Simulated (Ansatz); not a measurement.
# Amorphous Hf18O36C

It comes from a melt-quench run on a machine-learned potential (CHGNet), relaxed afterwards by DFT. O atoms were pushed apart under 1.9 Å during the dynamics, to hinder bonds among them. The hot cell started wider than the set density and was brought back towards it in steps. It is the lowest in DFT energy of 2 quenches. It is a model cell: composition and starting density were chosen by hand, and all elements were melted together. No dispersion term was used.

Methods: PBE, scalar-relativistic without spin-orbit coupling (Ansatz, a first-principles code); r2SCAN, scalar-relativistic without spin-orbit coupling (Ansatz); HSE06, scalar-relativistic without spin-orbit coupling (Ansatz). Geometry, pressure, stress and energy are those of the PBE run. Its sampling: a 2×2×2 Γ-centred mesh; Fermi-Dirac width 0.02 eV; no spin polarisation. Other functionals are single points at the zone centre (r2SCAN at 500 eV; exact exchange cut at the cell's faces), free to take moments where seeds were set. At PBE the levels at the filled edge of the gap are localised (band-tail or defect states), and the nearest spread-out levels lie 4.0 eV apart at the zone centre.

The number of atoms in the cell is 55 and the density (volume relaxed, without dispersion) is 9.65 g/cm³. The volume per atom is 11.89 Å³, the pressure on a 2×2×2 Γ-centred mesh comes out as 0.09 GPa and the largest force and stress component on that mesh (the relaxation ran on the zone centre alone) is 0.16 eV/Å and 0.2 GPa. The energy relative to monoclinic HfO2 + graphite (lowest mix at this level among the phases computed, not always the ambient ones) is 0.258 eV/atom and the level gap on a 2×2×2 Γ-centred mesh (PBE) comes out as 1.99 eV. The level gap at the zone centre (PBE) is 2.14 eV and the level gap at the zone centre (r2SCAN) is 2.42 eV. The level gap at the zone centre (HSE06) is 3.22 eV.

Cut-offs for bonds: Hf-Hf 3.34 Å, Hf-O 2.90 Å, Hf-C 2.51 Å, O-O 1.58 Å, O-C 1.70 Å, C-C 1.78 Å. Two cations that share two anions don't count as bonded, nor two that share one unless they lie closer than Hf-Hf 3.25 Å, Hf-C 2.44 Å, C-C 1.63 Å.

Mean coordination of Hf: 7.22 (3 with 6, 8 with 7, 7 with 8)
Mean coordination of O: 3.61 (16 with 3, 18 with 4, 2 with 5)
Mean coordination of C: 4.00 (1 with 4)
Mean Hf-O bond: 2.215 Å (spread 0.181 Å, 128 counted)
Mean Hf-C close contact: 2.265 Å (spread 0.081 Å, 2 counted)

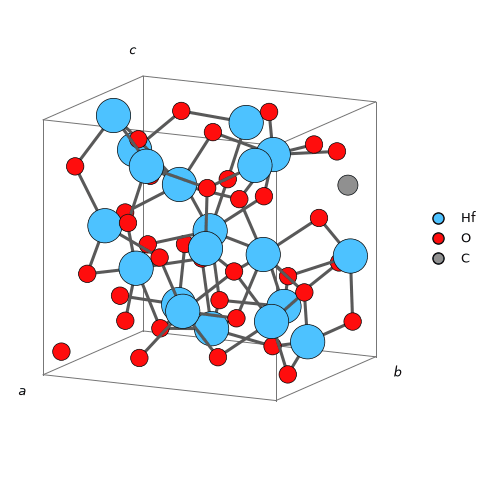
Fig. 1. The relaxed cell

Its density started from a set value of 8.91 g/cm³. The simulated quench (nominally 300 K/ps over its main leg) is rapid and tends to freeze in more defects than a deposited or slowly cooled glass has. Values belong to this one cell and scatter from quench to quench. Volume and shape were free in the relaxation. On a 2×2×2 Γ-centred mesh force components of up to 0.16 eV/Å stay, since the relaxation ran on the zone centre alone.
